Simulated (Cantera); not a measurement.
A closed system holds: 1 mol B₂O₃, 1 mol Cl₂, 8.3 mol H₂, 1.6 mol HCl, held at 1330 Pa.

Cantera equilibrium calculation (NASA polynomials, part measured and part estimated; ideal gas, pure solids and liquids). Candidate condensed phases: B, B₂O₃, B₃O₃H₃, H₂O; 33 gas species. The tables' values for BOCl are old estimates; treat these amounts as uncertain. Rates play no part.

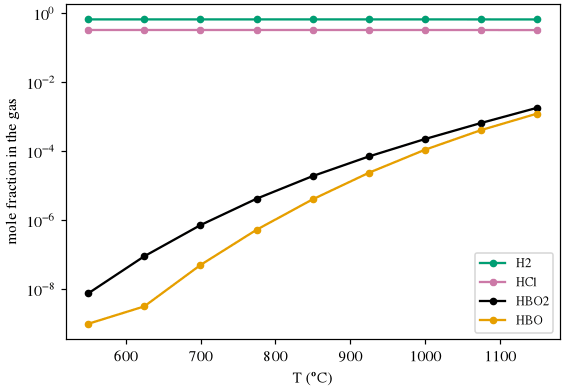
Figure: Equilibrium gas composition (values under 1e-9 drawn at 1e-9)

**Question.** Read off the mole fractions at 775 °C.

**Answer.** H₂ about 0.67, HCl about 0.33, HBO₂ about 4.2e-6, HBO about 5.3e-7.
